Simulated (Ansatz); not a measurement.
CH2O3: geometry relaxation (part 1 of 2)

The run: geometry relaxation of CH2O3, SMILES O.O=C=O. Method and program: RHF/STO-3G (Ansatz 0.2.0).

Figures and captions count atoms from 1; the log counts them from 0 in places.

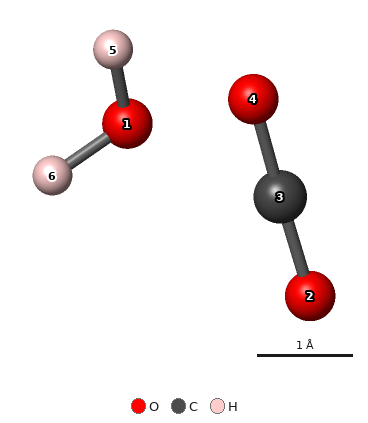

The input geometry (ball-and-stick view, seen at a tilt; atoms are numbered from 1 in the order of the input). Bond lengths as drawn: C–O 1.17 to 1.18 Å and H–O 0.98 Å.

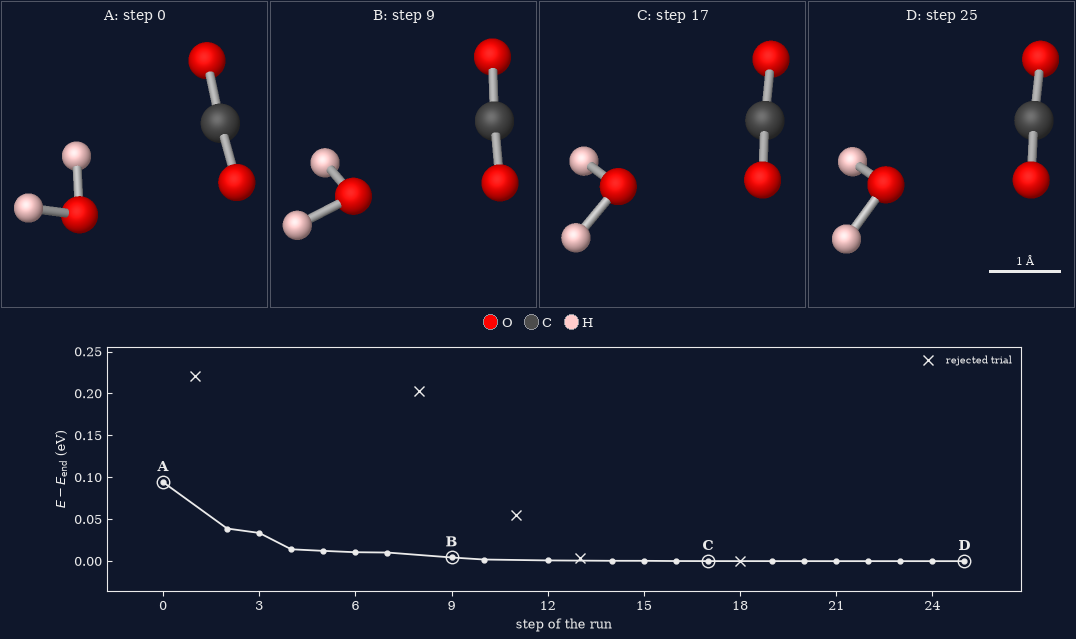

Frames of the relaxation (ball-and-stick view, seen at a tilt) above the curves, on which the letters mark them (the first geometry is step 0 here and step 1 in the log).

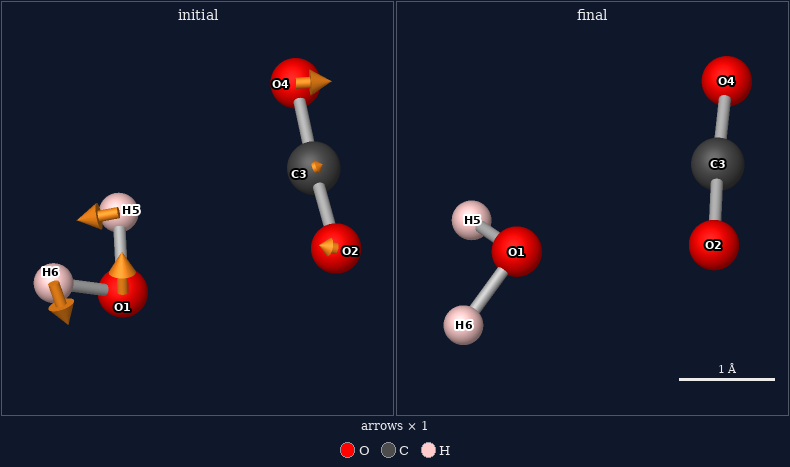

Before (left) and after (right) the relaxation, at one scale (ball-and-stick view, seen at a tilt). The orange arrows give the displacements, at true length. Over 25 geometry steps the energy falls by 0.094 eV. The largest force component goes from 1.4 to 0.0011 eV/Å. The line search rejected the trial steps at points 1, 8, 11, 13, 18 (counted from 0) and went back. H6 moves most after the best rigid fit: 0.51 Å. Largest moves by element: H 0.51 Å, O 0.48 Å, C 0.11 Å. Distances before and after: O2–C3 1.173 → 1.188 Å, O1–H5 0.976 → 0.988 Å, C3–O4 1.177 → 1.188 Å. (Atoms are counted from 1 in the order of the input.)

The input that produced these results follows, with the program's output.

**Input**
```yaml
crystal:
  periodic: [false, false, false]
  atoms:
    - { symbol: O, position_ang: [-1.38357439, -1.56893495, 0.05005886] }
    - { symbol: O, position_ang: [1.42771341, -0.21588104, 0.02349172] }
    - { symbol: C, position_ang: [0.4704173, 0.45249428, -0.09136917] }
    - { symbol: O, position_ang: [-0.44661476, 1.18289408, -0.20041714] }
    - { symbol: H, position_ang: [-2.01304272, -0.82579484, -0.01452242] }
    - { symbol: H, position_ang: [-1.36953884, -1.75168753, 1.00847817] }
basis:
  gaussian: { orbitals: STO-3G }
hamiltonian:
  xc: hf
relax:
  f_tol: 0.002
  max_steps: 150
```

Command:
```bash
ansatz run input.yaml --threads 2 --pin off --max-ram 5120MiB --backend cpu --events-out ev --progress --plain --runs-dir out
```

**The program's output**
```
The last accepted step is kept in [file] (removed where the run ends without a failure and the disk answers)
Engine: ansatz 0.2.0, x86_64-unknown-linux-gnu
Functional definition: HF
  exchange = exact_x
  correlation = 0
322 factors; integrals over basis functions are off by at most 6.2e-6 eV
mean field evaluation 1: about -7071.3175 eV, gradient 4.0e1 eV
mean field evaluation 2: about -7071.3763 eV, gradient 4.1e1 eV
mean field evaluation 4: about -7075.9057 eV, gradient 1.6e0 eV
mean field evaluation 8: about -7075.9114 eV, gradient 5.1e-2 eV
mean field -7075.91137424 eV, -260.0349467782 hartree, gradient 5.8e-5 eV, S^2 0.000000; 0 other end points of the search recorded, 0 dependent functions left out
the calculation of the forces begins
reference -7075.91137424 eV, -260.0349467782 hartree; 16, 16 occupied and 6, 6 virtual orbitals, 322 factors
relax step   1: F+E_penalty+E_count = -7075.91137424 eV  Δ(F+E_penalty+E_count) = +0.000e0 eV  max|allowed force component| = 1.366e0 eV/Å  Δτ_max = 0.0000 Å  (26 SCF iters, accepted)
these checks for a lower state are left out or cut short: starts, cluster_reference, orbital_swaps, neighbouring_geometries, increment
322 factors; integrals over basis functions are off by at most 1.1e-5 eV
mean field evaluation 16: about -7075.7852 eV, gradient 4.0e-4 eV
mean field -7075.78516080 eV, -260.0303085198 hartree, gradient 1.4e-5 eV, S^2 0.000000; 0 other end points of the search recorded, 0 dependent functions left out
[... from here on the field's lines of each further geometry are left out, up to the last ...]
relax step   2: F+E_penalty+E_count = -7075.78516080 eV  Δ(F+E_penalty+E_count) = +1.262e-1 eV  max|allowed force component| = 3.991e0 eV/Å  Δτ_max = 0.1907 Å  (33 SCF iters, rejected (line search))
relax step   3: F+E_penalty+E_count = -7075.96669632 eV  Δ(F+E_penalty+E_count) = -5.532e-2 eV  max|allowed force component| = 4.841e-1 eV/Å  Δτ_max = 0.0929 Å  (35 SCF iters, accepted)
relax step   4: F+E_penalty+E_count = -7075.97193654 eV  Δ(F+E_penalty+E_count) = -5.240e-3 eV  max|allowed force component| = 3.622e-1 eV/Å  Δτ_max = 0.0264 Å  (27 SCF iters, accepted)
relax step   5: F+E_penalty+E_count = -7075.99144486 eV  Δ(F+E_penalty+E_count) = -1.951e-2 eV  max|allowed force component| = 7.107e-2 eV/Å  Δτ_max = 0.1500 Å  (34 SCF iters, accepted)
relax step   6: F+E_penalty+E_count = -7075.99334004 eV  Δ(F+E_penalty+E_count) = -1.895e-3 eV  max|allowed force component| = 2.268e-1 eV/Å  Δτ_max = 0.0353 Å  (28 SCF iters, accepted)
relax step   7: F+E_penalty+E_count = -7075.99495348 eV  Δ(F+E_penalty+E_count) = -1.613e-3 eV  max|allowed force component| = 3.688e-1 eV/Å  Δτ_max = 0.0580 Å  (27 SCF iters, accepted)
relax step   8: F+E_penalty+E_count = -7075.99531919 eV  Δ(F+E_penalty+E_count) = -3.657e-4 eV  max|allowed force component| = 4.171e-1 eV/Å  Δτ_max = 0.0221 Å  (28 SCF iters, accepted)
relax step   9: F+E_penalty+E_count = -7075.80316518 eV  Δ(F+E_penalty+E_count) = +1.922e-1 eV  max|allowed force component| = 3.065e0 eV/Å  Δτ_max = 0.1750 Å  (34 SCF iters, rejected (line search))
relax step  10: F+E_penalty+E_count = -7076.00119727 eV  Δ(F+E_penalty+E_count) = -5.878e-3 eV  max|allowed force component| = 3.845e-2 eV/Å  Δτ_max = 0.0875 Å  (35 SCF iters, accepted)
relax step  11: F+E_penalty+E_count = -7076.00364662 eV  Δ(F+E_penalty+E_count) = -2.449e-3 eV  max|allowed force component| = 6.226e-3 eV/Å  Δτ_max = 0.0897 Å  (35 SCF iters, accepted)
relax step  12: F+E_penalty+E_count = -7075.95100394 eV  Δ(F+E_penalty+E_count) = +5.264e-2 eV  max|allowed force component| = 2.216e0 eV/Å  Δτ_max = 0.1464 Å  (34 SCF iters, rejected (line search))
relax step  13: F+E_penalty+E_count = -7076.00473368 eV  Δ(F+E_penalty+E_count) = -1.087e-3 eV  max|allowed force component| = 8.231e-3 eV/Å  Δτ_max = 0.0593 Å  (27 SCF iters, accepted)
relax step  14: F+E_penalty+E_count = -7076.00204524 eV  Δ(F+E_penalty+E_count) = +2.688e-3 eV  max|allowed force component| = 5.777e-1 eV/Å  Δτ_max = 0.0732 Å  (35 SCF iters, rejected (line search))
relax step  15: F+E_penalty+E_count = -7076.00518191 eV  Δ(F+E_penalty+E_count) = -4.482e-4 eV  max|allowed force component| = 1.712e-2 eV/Å  Δτ_max = 0.0366 Å  (28 SCF iters, accepted)
relax step  16: F+E_penalty+E_count = -7076.00521155 eV  Δ(F+E_penalty+E_count) = -2.964e-5 eV  max|allowed force component| = 1.578e-1 eV/Å  Δτ_max = 0.0366 Å  (27 SCF iters, accepted)
relax step  17: F+E_penalty+E_count = -7076.00547189 eV  Δ(F+E_penalty+E_count) = -2.603e-4 eV  max|allowed force component| = 1.309e-2 eV/Å  Δτ_max = 0.0042 Å  (28 SCF iters, accepted)
relax step  18: F+E_penalty+E_count = -7076.00553846 eV  Δ(F+E_penalty+E_count) = -6.657e-5 eV  max|allowed force component| = 1.228e-3 eV/Å  Δτ_max = 0.0132 Å  (27 SCF iters, accepted)
relax step  19: F+E_penalty+E_count = -7076.00544739 eV  Δ(F+E_penalty+E_count) = +9.107e-5 eV  max|allowed force component| = 1.215e-1 eV/Å  Δτ_max = 0.0313 Å  (27 SCF iters, rejected (line search))
relax step  20: F+E_penalty+E_count = -7076.00556965 eV  Δ(F+E_penalty+E_count) = -3.119e-5 eV  max|allowed force component| = 1.438e-2 eV/Å  Δτ_max = 0.0151 Å  (27 SCF iters, accepted)
relax step  21: F+E_penalty+E_count = -7076.00557178 eV  Δ(F+E_penalty+E_count) = -2.134e-6 eV  max|allowed force component| = 3.437e-2 eV/Å  Δτ_max = 0.0109 Å  (28 SCF iters, accepted)
relax step  22: F+E_penalty+E_count = -7076.00558562 eV  Δ(F+E_penalty+E_count) = -1.383e-5 eV  max|allowed force component| = 1.309e-2 eV/Å  Δτ_max = 0.0022 Å  (28 SCF iters, accepted)
relax step  23: F+E_penalty+E_count = -7076.00558894 eV  Δ(F+E_penalty+E_count) = -3.321e-6 eV  max|allowed force component| = 2.677e-3 eV/Å  Δτ_max = 0.0030 Å  (28 SCF iters, accepted)
relax step  24: F+E_penalty+E_count = -7076.00559018 eV  Δ(F+E_penalty+E_count) = -1.246e-6 eV  max|allowed force component| = 1.203e-3 eV/Å  Δτ_max = 0.0035 Å  (28 SCF iters, accepted)
relax step  25: F+E_penalty+E_count = -7076.00559079 eV  Δ(F+E_penalty+E_count) = -6.092e-7 eV  max|allowed force component| = 2.614e-3 eV/Å  Δτ_max = 0.0055 Å  (27 SCF iters, accepted)
the calculation of the forces begins
reference -7076.00559096 eV, -260.0384091789 hartree; 16, 16 occupied and 6, 6 virtual orbitals, 322 factors
relax step  26: F+E_penalty+E_count = -7076.00559096 eV  Δ(F+E_penalty+E_count) = -1.652e-7 eV  max|allowed force component| = 1.111e-3 eV/Å  Δτ_max = 0.0003 Å  (28 SCF iters, accepted)
322 factors; integrals over basis functions are off by at most 1.5e-5 eV
mean field -7076.00559096 eV, -260.0384091789 hartree, gradient 1.6e-5 eV, S^2 0.000000; 1 other end points of the search recorded, 0 dependent functions left out
the calculation of the forces begins
reference -7076.00559096 eV, -260.0384091789 hartree; 16, 16 occupied and 6, 6 virtual orbitals, 322 factors
Total energy: -7076.00559096 eV, -260.0384091789 hartree
Atom 0 at    -1.350035    -1.171968     0.317175 Å, force    -0.000534    -0.000848     0.000278 eV/Å
Atom 1 at     1.365123    -0.256153     0.211660 Å, force     0.000389     0.000363    -0.000601 eV/Å
Atom 2 at     0.536516     0.524083    -0.130019 Å, force    -0.000875    -0.000517     0.001111 eV/Å
Atom 3 at    -0.242508     1.348982    -0.483235 Å, force     0.000494     0.000132    -0.000490 eV/Å
Atom 4 at    -2.326666    -1.072237     0.207679 Å, force     0.000271     0.000283    -0.000107 eV/Å
Atom 5 at    -1.297070    -2.099618     0.652460 Å, force     0.000255     0.000588    -0.000191 eV/Å
Dipole moment:    -0.304204    -0.272782     0.074021 e Å
```

**Trajectory as extended XYZ (Å, eV, eV/Å), 26 frames, from step=1 to step=26**
```
6
Properties=species:S:1:pos:R:3:forces:R:3 step=1 energy=-7075.91137
O    -1.3836   -1.5689    0.0501    0.7753  -0.4600  -0.9787
O     1.4277   -0.2159    0.0235    1.3660  -1.0727   0.1768
C     0.4704    0.4525   -0.0914   -0.0545   0.2005  -0.0715
O    -0.4466    1.1829   -0.2004   -1.2695   0.8420  -0.1277
H    -2.0130   -0.8258   -0.0145   -0.5950   0.4799   0.2241
H    -1.3695   -1.7517    1.0085   -0.2223   0.0102   0.7769
6
Properties=species:S:1:pos:R:3:forces:R:3 step=2 energy=-7075.78516 accepted=F
O    -1.2525   -1.4324    0.0731   -3.9914   0.7849   2.3788
O     1.4878   -0.2047    0.0068   -0.1033   0.0244  -0.0201
C     0.5101    0.4616   -0.1046   -0.1030   0.1396   0.0044
O    -0.4303    1.1852   -0.2089    0.2247  -0.0826  -0.0016
H    -2.1683   -0.9179    0.0015    2.9205  -1.3249  -0.4124
H    -1.4615   -1.8187    1.0077    1.0525   0.4585  -1.9491
6
Properties=species:S:1:pos:R:3:forces:R:3 step=3 energy=-7075.96670
O    -1.3139   -1.5081    0.0592   -0.2991   0.2270   0.4841
O     1.4434   -0.2237    0.0172    0.1628  -0.1675   0.0204
C     0.4785    0.4550   -0.0981    0.0426   0.0709  -0.0189
O    -0.4475    1.1910   -0.2065   -0.1753   0.0892  -0.0178
H    -2.0611   -0.8542   -0.0071    0.2270  -0.2964  -0.0068
H    -1.4140   -1.7869    1.0110    0.0420   0.0768  -0.4608
6
Properties=species:S:1:pos:R:3:forces:R:3 step=4 energy=-7075.97194
O    -1.3074   -1.4828    0.0628   -0.2337   0.1437   0.3622
O     1.4584   -0.2168    0.0162    0.0949  -0.1161   0.0106
C     0.4828    0.4481   -0.0970   -0.0023   0.0745  -0.0171
O    -0.4555    1.1700   -0.2034   -0.0699   0.0673  -0.0134
H    -2.0799   -0.8623   -0.0077    0.1780  -0.2150  -0.0148
H    -1.4131   -1.7831    1.0048    0.0330   0.0456  -0.3274
6
Properties=species:S:1:pos:R:3:forces:R:3 step=5 energy=-7075.99144
O    -1.2805   -1.3971    0.1142   -0.0309   0.0371   0.0265
O     1.4301   -0.2521    0.0191    0.0568   0.0018   0.0023
C     0.5061    0.4831   -0.1049   -0.0475  -0.0610   0.0060
O    -0.3858    1.2595   -0.2255    0.0006   0.0711  -0.0183
H    -2.1689   -0.9827   -0.0160    0.0225  -0.0286   0.0030
H    -1.4156   -1.8375    0.9888   -0.0016  -0.0203  -0.0195
```
